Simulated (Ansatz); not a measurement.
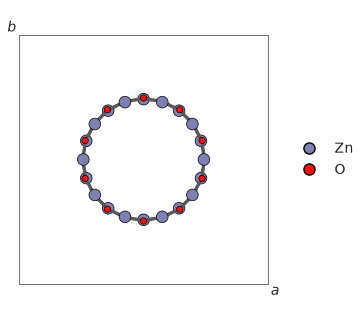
Figure. 1 relaxed period of a body that repeats along c, seen along c; the cell edge a is 21.5 Å long

The numbers are results of PBE (plane waves to 420 eV, PAW; Ansatz, a quantum-chemistry and plane-wave program), not measurements. Mesh 1×1×6. No spin polarisation. Isolated but for its images some 11 Å away. A model structure. Only distortions within the start's symmetry and period were free.

Question: What is drawn, and how wide is it?

Answer: Several could match; the one computed here: (10,0) ZnO nanotube. A hypothetical model, rolled from the flat sheet.
It measures about 11 Å across, from nucleus to nucleus.
